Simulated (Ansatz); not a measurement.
## LaOF (space group R-3m), frozen-phonon scan

LaOF (space group R-3m)

```
CELL_PARAMETERS angstrom
      1.98840     1.14800     6.60909
     -1.98840     1.14800     6.60909
      0.00000    -2.29601     6.60909
ATOMIC_POSITIONS crystal
  La 0.74234 0.74234 0.74234
  La 0.25766 0.25766 0.25766
  O  0.62276 0.62276 0.62276
  O  0.37724 0.37724 0.37724
  F  0.87072 0.87072 0.87072
  F  0.12928 0.12928 0.12928
```

A phonon eigenvector at Γ is frozen into this cell: atom i moves by Q times the vector below, so Q is the largest atomic displacement, in Å. The cell is held. It is one choice among 2 degenerate patterns.

```tsv
atom	x	y	z
La1	0.000	0.167	0.000
La2	0.000	0.167	0.000
O3	0.000	-0.263	0.000
O4	0.000	-0.263	0.000
F5	0.000	-1.000	0.000
F6	0.000	-1.000	0.000
```

Calculation: LDA (plane waves to 420 eV, PAW, scalar-relativistic; Ansatz, a first-principles code). k mesh 10×10×10 (Γ-centred), Fermi-Dirac smearing 0.05 eV. The energy includes the smearing's −TS. LaOF is run without spin polarisation. LaOF was relaxed with its symmetry unable to fall. The zero of ΔE is the undisplaced structure.

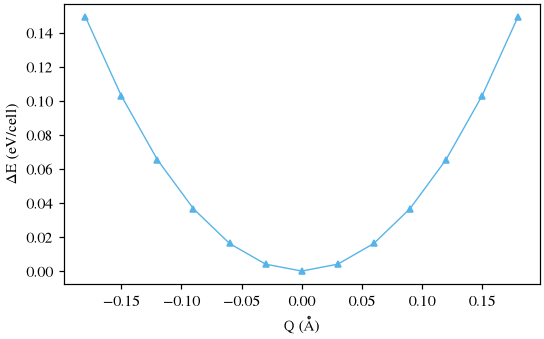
Figure. ΔE (eV/cell) against Q (Å); one marker a computed point.

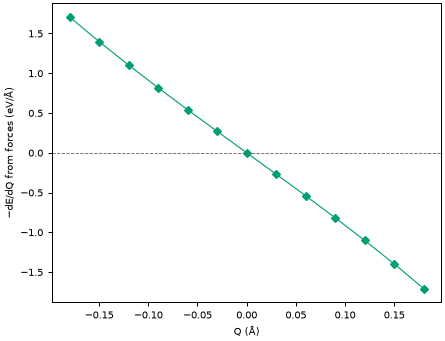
−dE/dQ from forces (eV/Å) against Q (Å); markers are the computed points, lines only join them.

The energy at Q = 0.180 Å is 149.4 meV/cell. Symmetry of the curve: even: the same for both signs. Shape of the curve: a single well with its minimum at or next to zero displacement. Space group of the distorted cell: Cm (No. 8), lowered from R-3m. Wavenumber by perturbation theory (DFPT, on another k mesh): 225 cm⁻¹.

(A displaced cell: forces are minus the slopes of the energy, force constants its curvatures, and phonons follow from these.)
